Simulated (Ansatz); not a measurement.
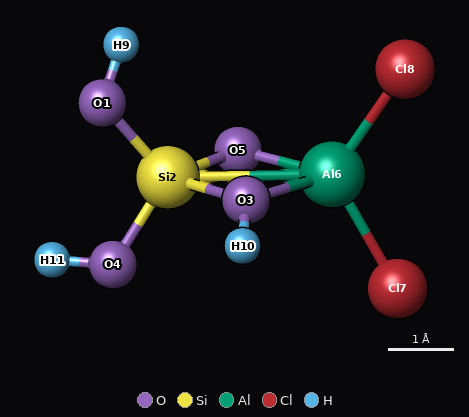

*The structure (ball-and-stick view, seen at a tilt; atoms are numbered from 1 in the order of the input). Sticks mark near contacts.*

Single-point calculation, with input and output: AlSiH3Cl2O4

- system: AlSiH3Cl2O4
- method: RKS PBE0/STO-3G (Ansatz 0.2.0)

The geometry comes from this level: PBE0-D4/def2-TZVP.

Input
```yaml
crystal:
  periodic: [false, false, false]
  atoms:
    - {symbol: O, position_ang: [0.834475, -1.612717, 1.272654]}
    - {symbol: Si, position_ang: [0.220299, -0.811265, 0.008583]}
    - {symbol: O, position_ang: [0.729673, 0.834621, -0.058522]}
    - {symbol: O, position_ang: [0.796384, -1.498488, -1.333606]}
    - {symbol: O, position_ang: [-1.314181, -0.373844, 0.107795]}
    - {symbol: Al, position_ang: [-1.139796, 1.371825, -0.043350]}
    - {symbol: Cl, position_ang: [-1.550852, 2.271503, -1.889674]}
    - {symbol: Cl, position_ang: [-1.518269, 2.492609, 1.684909]}
    - {symbol: H, position_ang: [0.411831, -1.485181, 2.124451]}
    - {symbol: H, position_ang: [1.472980, 1.151669, -0.576542]}
    - {symbol: H, position_ang: [1.122856, -2.397630, -1.276098]}
basis:
  gaussian: {orbitals: STO-3G, final_grid: {core_spheres: 5, valence_spheres: 4, degree: 11}, nuclear_model: gaussian}
hamiltonian: {xc: {name: PBE0}, dispersion: rvv10}
scf: {lower_state_search: full}
output: {forces: true}
```

Run on 4 threads of Arm Neoverse V2, 23 GiB of memory available, shared host.

Command:
```bash
ansatz run in.yaml --threads 4 --pin off --events-out ev --progress --plain --max-ram 11315MiB
```

Output
```
Error: inconsistent input (hamiltonian.dispersion, hamiltonian.xc): `dispersion: rvv10` has no transferable b for PBE exchange — Sabatini et al. (2013) fitted b=6.3 to rPW86, and the PBE refits of Peng & Perdew (2017) are task-dependent (b=6.6 S22 / b=10.0 layered). Use `xc: {exchange: rpw86, correlation: pbe}` for the original rVV10 or `xc: r2scan` for the r²SCAN+rVV10 pairing
```

What the run reported

| quantity | value |
| --- | --- |
| outcome | refused by the program |

Diagnosis

This input holds a deliberate fault: damping. The program refused the input: “inconsistent input (hamiltonian.dispersion, hamiltonian.xc): `dispersion: rvv10` has no transferable b for PBE exchange — Sabatini et al. (2013) fitted b=6.3 to rPW86, and the PBE refits of Peng & Perdew (2017) are task-dependent (b=6.6 S22 / b=10.0 layered) …”
